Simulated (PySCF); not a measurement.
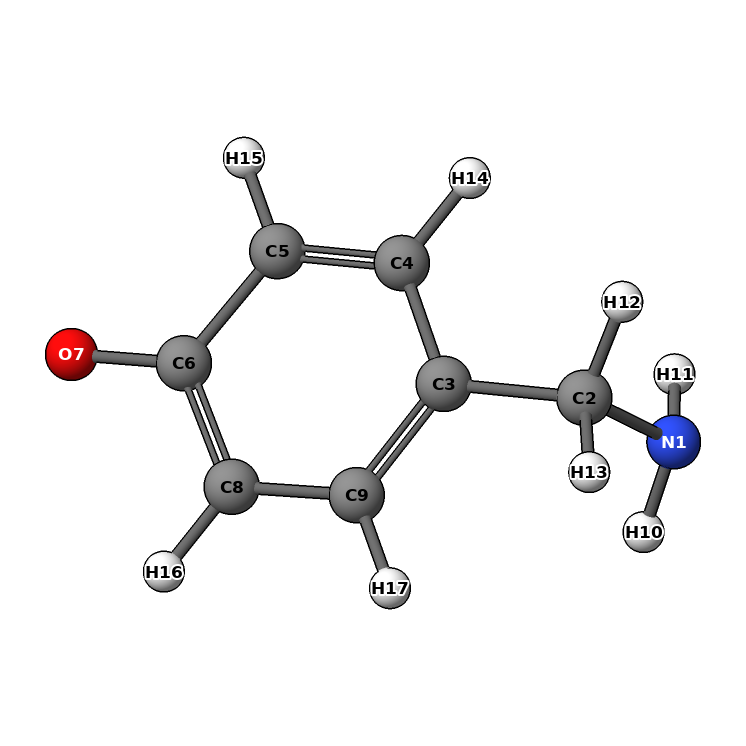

The questions are on Mulliken spin populations. State: neutral, doublet. Computed geometry: GFN2-xTB optimisation. No frequency run is at hand to confirm it as a minimum. Properties computed with UKS B3LYP, pcH-1 on C H N O, non-relativistic (PySCF 2.14.0).

List the Mulliken spin populations.

```
atom  value (e)
  N1       0.06
  C2      −0.02
  C3       0.39
  C4      −0.15
  C5       0.30
  C6      −0.09
  O7       0.39
  C8       0.30
  C9      −0.15
 H10       0.00
 H11       0.00
 H12       0.00
 H13       0.00
 H14       0.00
 H15      −0.01
 H16      −0.01
 H17       0.00
```

Mulliken values depend strongly on the basis set.
